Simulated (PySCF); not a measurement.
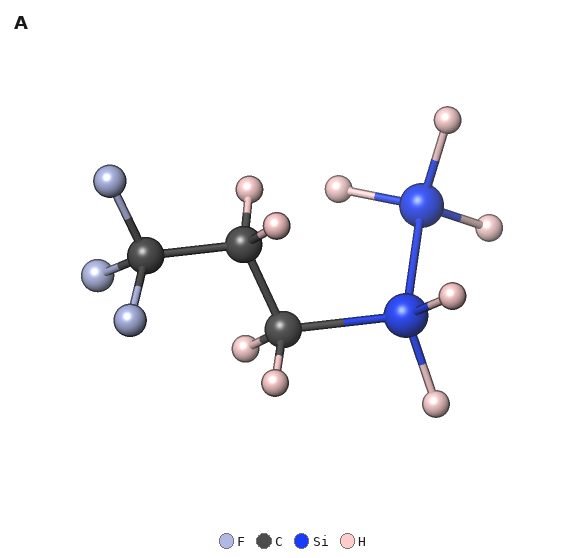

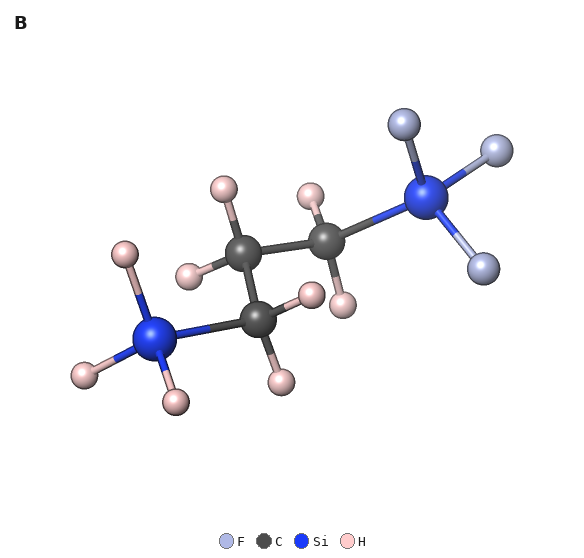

2 stationary structures of one formula. Geometries: GFN2-xTB. Electronic energies: PBE0/def2-SVPD (PySCF 2.14.0), without zero-point energy. No frequency run is at hand to confirm each as a minimum. Each is one conformer, not always the lowest.

> How are they related?

They are constitutional isomers of C3H9F3Si2: A `FC(F)(F)CC[SiH2][SiH3]`, B `F[Si](F)(F)CCC[SiH3]`.

> Which structure is the most stable?

B is lowest; A lies 4.878 eV above it.

The geometry is semi-empirical. Around Si such bond lengths and angles can be off by a tenth of an ångström or more and by several degrees, and values that hang on the shape move with them.
